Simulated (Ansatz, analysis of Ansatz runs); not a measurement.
# Migration in MgB2C2 (Pnnm): Mg_i hop between interstitial places, charge +2, part 2 of 4

Wanted: path and barrier of a jump of Mg in MgB2C2 (Pnnm) at charge +2. The case: Mg_i hop between interstitial places, in a cell of 60 host atoms with 1 Mg put in.

Ansatz 0.2.0; plane-wave PAW DFT, PBEsol; nudged elastic band between two relaxed defect structures at fixed charge in a uniform background.

So far: The structure; Relaxation of the start point, charge +2.

### Step 3. Relaxation of the end point, charge +2

Level of this step: plane-wave PAW DFT, PBEsol; relaxation of all atoms of a defect supercell at fixed charge in a uniform background (Ansatz).

The end point is relaxed in the same cell and settings, so that the two energies compare.

Contents of qp2.end/input.yaml:

```yaml
crystal:
  lattice:
    - [4.61704896, 7.1710112, 0.0]
    - [-4.61704896, 7.1710112, 0.0]
    - [0.0, 0.0, 8.29768847]
  atoms:
    - { symbol: Mg, position: [0.0, 0.5, 0.16666667] }
    - { symbol: Mg, position: [0.5, 0.0, 0.16666667] }
[... 4 atom lines left out ...]
    - { symbol: B, position: [0.19313509, 0.07725855, 0.16666667] }
[... 6 atom lines left out ...]
    - { symbol: C, position: [0.50257364, 0.71824658, 0.16666667] }
[... 1 atom line left out ...]
    - { symbol: C, position: [0.99742636, 0.78175342, 0.16666667] }
[... 6 atom lines left out ...]
    - { symbol: Mg, position: [0.0, 0.0, 0.33333333] }
    - { symbol: Mg, position: [0.5, 0.5, 0.33333333] }
[... 4 atom lines left out ...]
    - { symbol: B, position: [0.42274145, 0.80686491, 0.33333333] }
[... 1 atom line left out ...]
    - { symbol: B, position: [0.07725855, 0.69313509, 0.33333333] }
[... 2 atom lines left out ...]
    - { symbol: C, position: [0.50257364, 0.71824658, 0.5] }
[... 1 atom line left out ...]
    - { symbol: C, position: [0.99742636, 0.78175342, 0.5] }
    - { symbol: C, position: [0.21824658, 0.50257364, 0.33333333] }
[... 1 atom line left out ...]
    - { symbol: C, position: [0.28175342, 0.99742636, 0.33333333] }
[... 21 atom lines left out ...]
    - { symbol: Mg, position: [0.25, 0.75, 0.4703] }
total_charge: 2
basis:
  ecutwfc: 420
  xc_grid: 2
hamiltonian:
  xc: pbesol
kpoints:
  mp_grid: { grid: [1, 1, 1], shift: [0.25, 0.25, 0.25] }
scf:
  occupations: { method: fixed }
  max_iter: 60
output:
  forces: true
relax:
  f_tol: 0.02
  max_steps: 70
  random_displacement: { amplitude: 0.03, seed: 8041 }
```

Started as:

```bash
ansatz run input.yaml --threads 4 --pin off --max-ram 7536MiB --backend cpu --events-out ev --progress --plain --runs-dir out
```

Numbers of over 12 decimals in the logs are rounded to 6 here.

What it wrote:

```text
[...]
Crystal: 61 atoms, lattice volume = 549.455 Å³
Basis set: ecut = 420 eV, 10723 PW (Γ), exchange–correlation on 120×120×120 points (8 copies of the dense FFT grid, shifted against one another)
Bands: 209, of which v1, the nominal top of the filled ones, is band 148 counted from 1 (147 counted from 0)
Symmetry: 1 space group operations
k-points: 1
[...]
SCF iter   1: F=—  HF=-34465.786611 eV  |F-HF|=—  |Δ(HF+E_count)|=         —  Δρ=1.42e-2  dr2=1.10e0  ethr=1.77e-3  ⟨swp⟩=5.0  Hψ=644  notcnv=0  defer=57
[...]
SCF iter   6: F=-34465.317903 eV  HF=-34465.317901 eV  |F-HF|=2.28e-6  |Δ(HF+E_count)|=   1.39e-5  Δρ=3.32e-5  dr2=7.86e-6  ethr=3.38e-9  ⟨swp⟩=3.0  Hψ=684  notcnv=0
SCF 1 converged in 6 iterations: F = -34465.317903 eV  dr2 = 7.86e-6
[...]
--- Relaxed structure (5 steps of the walk, 5 accepted, 0 SCFs on fresh bases) ---
  F+E_penalty+E_count = -34467.26258441 eV   max|allowed force component| = 1.186e-2 eV/Å
  atoms:
    - { symbol: Mg, position: [0.011670, 0.492079, 0.163970] }
    - { symbol: Mg, position: [0.488952, 0.007744, 0.163946] }
    [... 11 atoms left out ...]
    - { symbol: C, position: [0.513975, 0.715637, 0.164609] }
    [... 1 atom left out ...]
    - { symbol: C, position: [0.986618, 0.784240, 0.164606] }
    [... 6 atoms left out ...]
    - { symbol: Mg, position: [-0.036451, 0.019620, 0.328868] }
    - { symbol: Mg, position: [0.537108, 0.480182, 0.328526] }
    [... 4 atoms left out ...]
    - { symbol: B, position: [0.437051, 0.800872, 0.328387] }
    [... 1 atom left out ...]
    - { symbol: B, position: [0.063457, 0.698878, 0.328486] }
    [... 2 atoms left out ...]
    - { symbol: C, position: [0.514701, 0.711990, 0.499342] }
    [... 2 atoms left out ...]
    - { symbol: C, position: [0.223202, 0.516437, 0.333455] }
    [... 1 atom left out ...]
    - { symbol: C, position: [0.277496, 0.983496, 0.333538] }
    [... 21 atoms left out ...]
    - { symbol: Mg, position: [0.250303, 0.749856, 0.499268] }
[key lines of the parts left out:]
SCF converged after 6 iterations
Free energy (F): -34467.262584 eV
Fermi energy:    8.162341 eV
```

The job ended after 14 s (4 threads of Intel Xeon Platinum 8488C (Sapphire Rapids), shared host; peak memory 0.93 GiB).

Step by step:

```
step  energy less that of the first step (eV)  largest force component (eV/Å)
   1                                   0.0000                          2.6891
   2                                  -1.4096                          1.1692
   3                                  -1.9155                          0.1967
   4                                  -1.9428                          0.0620
   5                                  -1.9447                          0.0119
```

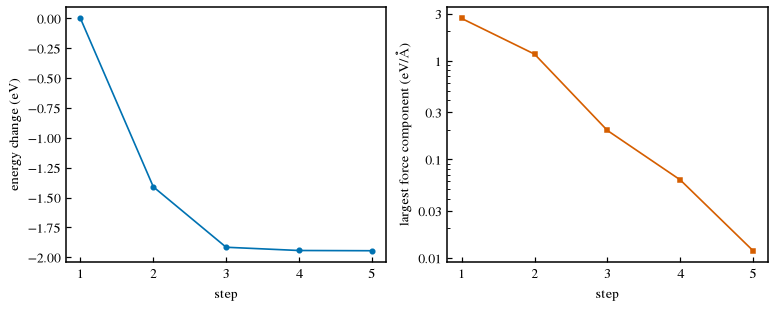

Energy and largest force along the relaxation.

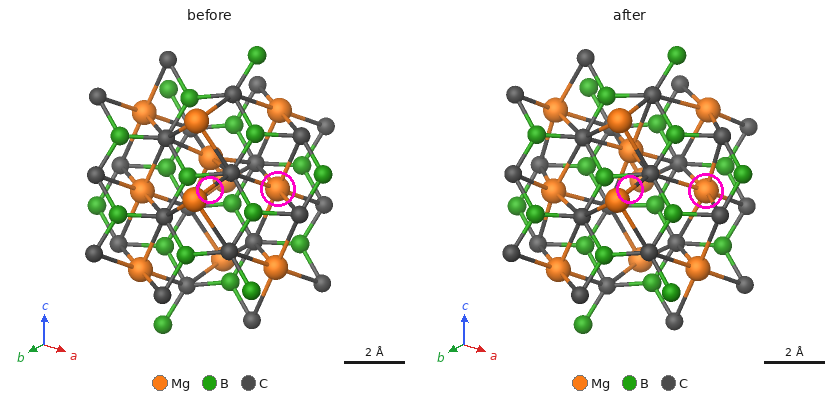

Before and after: the atoms that start within 5 Å of the centre. Mg24, which moves most, is ringed if it is among them. A ring with no atom in it marks the empty centre.

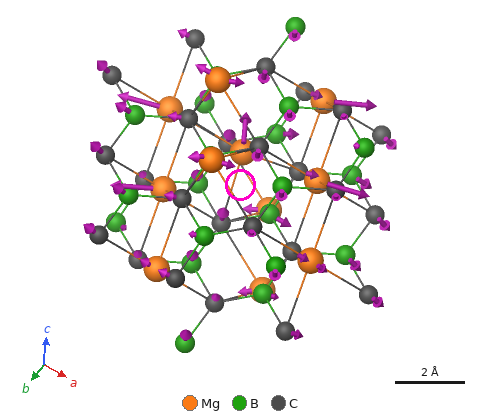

Displacements in the relaxation from the typed sites near the centre, exaggerated, the mean shift taken out; the longest in the cell stands for 0.29 Å. A ring marks the centre wherever it is empty.

The atoms that moved most (Å, from the sites as typed, ahead of the random displacement, the mean shift of all atoms taken out):

```
atom      dx      dy      dz  length
Mg24   0.261   0.123  -0.038   0.291
Mg23  -0.261  -0.122  -0.035   0.290
Mg43  -0.261  -0.123   0.030   0.290
Mg44   0.261   0.122   0.027   0.289
Mg61   0.000   0.000   0.242   0.242
 C40   0.044   0.137  -0.008   0.144
 C58  -0.044  -0.137   0.000   0.144
 C38  -0.045  -0.135  -0.008   0.143
```

Neighbours of Mg61 at the end:

```csv
atom,distance (Å)
C34,2.142
C36,2.142
B51,2.304
B31,2.304
B29,2.304
B49,2.305
C37,2.508
C59,2.509
C57,2.510
C39,2.510
B25,2.525
B27,2.526
```

This step gave:

| Quantity | Value |
| --- | --- |
| free energy | -34467.2626 eV |
| largest move from the ideal geometry of this structure, a common shift of the far atoms taken out | 0.2903 Å |

The relaxation gained 1.945 eV and ended with a largest force component of 0.012 eV/Å. The end lies within 1 meV of the start.

(Part 2 of 4 ends here.)

[Logs are printed without paths, hosts, clocks, repeated set-up lines and the standing remarks that a program may print on its own settings, such as how far it seeks lower states.]

[Hosts, paths, dates, database ids (printed as entryN), source tags and the programs' standing remarks are cut or masked in the printed files.]
